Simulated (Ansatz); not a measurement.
One stationary structure of TaSi2. Space group P6₂22 (No. 180), AFLOW prototype AB2_hP9_180_d_j (C40, as in CrSi2). Computed with r2SCAN (plane waves to 500 eV, PAW, scalar-relativistic; Ansatz, a quantum-chemistry and plane-wave program).

```xyz
9
Lattice="4.7760 0.0000 0.0000 -2.3880 4.1362 0.0000 0.0000 0.0000 6.5628" Properties=species:S:1:pos:R:3 pbc="T T T"
Ta     2.3880     0.0000     0.0000
Ta     1.1940     2.0681     2.1876
Ta    -1.1940     2.0681     4.3752
Si     0.0000     1.3105     0.0000
Si     3.6411     0.6553     2.1876
Si     1.2530     3.4809     4.3752
Si     2.3880     2.8256     0.0000
Si    -1.2530     3.4809     2.1876
Si     1.1350     0.6553     4.3752
```

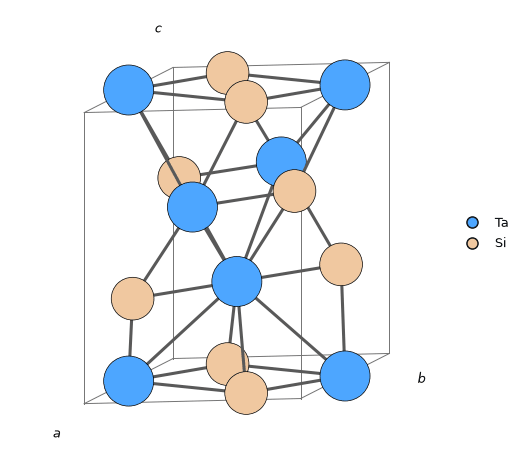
Figure. The conventional cell of the relaxed structure

For TaSi2, the volume per atom is 14.40 Å³ and the band gap is zero (metallic). The shortest distances is Si–Si 2.55 Å; Si–Ta 2.60 Å; Ta–Ta 3.24 Å. The k-mesh is 11×11×7.

Band energies at high-symmetry points (eV from the Fermi level; labels of this space group; no spin-orbit coupling), from −5 eV up to 3.2 eV:

```
point                                                                                               energies
-----  -----------------------------------------------------------------------------------------------------
Γ                               -5.00 -4.10 -4.10 -3.73 -2.79 -2.79 -2.68 -2.64 -2.64 -2.34 -2.34 -1.69 0.86
M      -4.91 -4.52 -4.11 -3.85 -2.86 -2.36 -2.24 -2.19 -1.12 -0.76 -0.10 -0.08 0.94 1.27 1.67 2.09 2.45 2.69
K         -3.94 -2.97 -2.97 -2.20 -2.05 -2.05 -1.85 -1.82 -1.82 0.35 0.35 0.60 2.29 2.29 2.34 2.34 2.42 2.67
A                                        -4.56 -3.00 -2.86 -2.86 -2.37 -2.28 -1.99 -1.99 1.25 1.25 2.83 2.83
L            -4.48 -3.99 -2.95 -2.54 -2.29 -2.25 -2.18 -2.12 -1.93 -0.71 -0.28 1.67 2.12 2.70 2.72 2.84 2.99
H            -4.74 -2.99 -2.99 -2.77 -2.77 -2.71 -2.55 -0.79 -0.79 -0.14 -0.14 1.05 1.72 1.72 2.49 3.04 3.04
```

No spin polarisation in the result. The relaxed primitive cell holds an odd number of electrons. A magnetic state may lie lower.

The run could not lose the symmetry of its start.

The first start was generated by placing the elements on the sites of a structure type. A measured structure of TaSi2 has the same space group, P6₂22 (No. 180); the sites were not compared with it. Another known form has space group No. 181.
